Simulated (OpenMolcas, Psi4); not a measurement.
## CH5BN2 (SMILES NC1BN1): the vertical energy of the triplet above the singlet, rung by rung

CH5BN2: 9 atoms, total charge 0, spin state singlet. SMILES: `NC1BN1`. The coordinates come from a PBE0-D4/def2-TZVP relaxation. This is one conformer, not always the lowest.

Each level gives the vertical energy of the triplet above the singlet (eV). The values are calculated.

| level | kind | program | value (eV) |
| --- | --- | --- | --- |
| HF/cc-pVDZ | Hartree–Fock | OpenMolcas | 5.60 |
| SVWN5/cc-pVDZ | LDA | OpenMolcas | 5.25 |
| BLYP/cc-pVDZ | GGA | OpenMolcas | 5.20 |
| M06-L/cc-pVDZ | meta-GGA | OpenMolcas | 5.48 |
| B3LYP/cc-pVDZ | global hybrid | OpenMolcas | 5.43 |
| BHLYP/cc-pVDZ | global hybrid | OpenMolcas | 5.54 |
| M06-2X/cc-pVDZ | hybrid meta-GGA | OpenMolcas | 5.72 |
| CAM-B3LYP/cc-pVDZ | range-separated hybrid | Psi4 | 5.55 |

The values span 5.20 to 5.72 eV. A triplet this far above the singlet is often a Rydberg-like or dissociative state; sets without diffuse functions put Rydberg states too high.

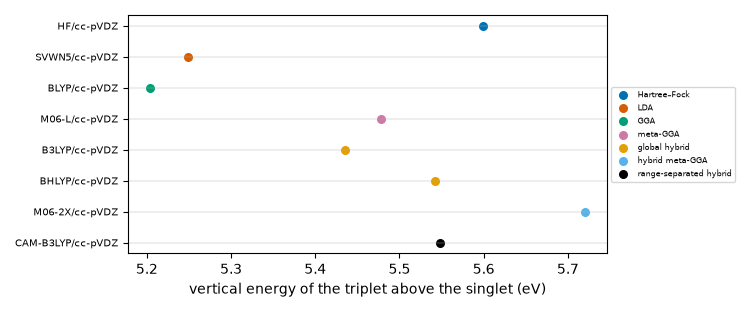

The values of the table, level by level.
